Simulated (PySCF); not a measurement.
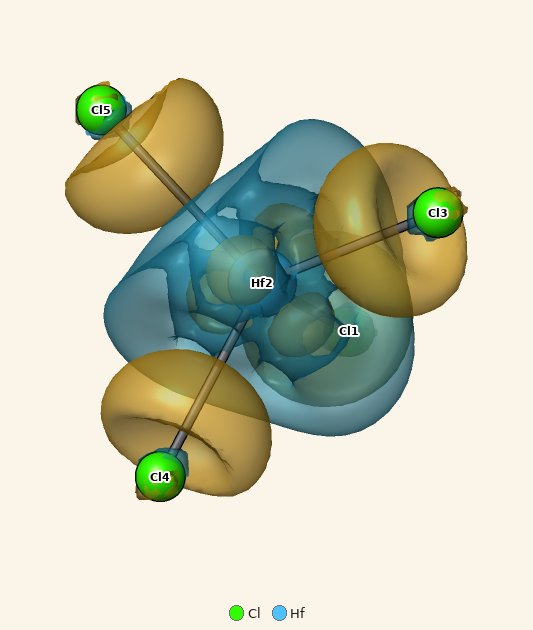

Cl₄Hf, SMILES `Cl[Hf](Cl)(Cl)Cl`. Deformation density (molecule less spherical, spin-averaged free atoms at the same positions), surfaces at ±0.04 e/Å³; yellow: gain, teal: loss.

Computed with PySCF, PBE0/def2-SVP, geometry: GFN2-xTB. Core potentials replace the inner electrons of Hf; spin–orbit coupling isn't included. This is a single-reference result, which may miss multireference character in this system. No frequency check shows the geometry to be a minimum. GFN2-xTB bond lengths at metals and heavier atoms can be off by up to 0.1 Å and shapes distorted, which carries into these values.

Question: How much density has each bond gained at its critical point, relative to the free atoms?

Answer: Hf2–Cl3, Hf2–Cl4, Hf2–Cl5 and Cl1–Hf2: +0.08 e/Å³ at the bond critical point (bond length 2.24 Å, Mayer order 1.3). In all, 1.0 electrons gather in the regions of gain relative to the promolecule. A small or negative value marks a very polar bond, one between electron-rich atoms, whose free-atom densities already overlap strongly, a long bond to a heavier atom, or a closed-shell contact such as a hydrogen bond.

Question: Where do the Hirshfeld charges lie?

Answer: The highest Hirshfeld charge is on Hf2 (+0.54 e), the lowest on Cl1, Cl3, Cl4 and Cl5 (−0.14 e).

| atom | charge (e) |
| --- | --- |
| Cl1 | −0.14 |
| Hf2 | +0.54 |
| Cl3 | −0.14 |
| Cl4 | −0.14 |
| Cl5 | −0.14 |
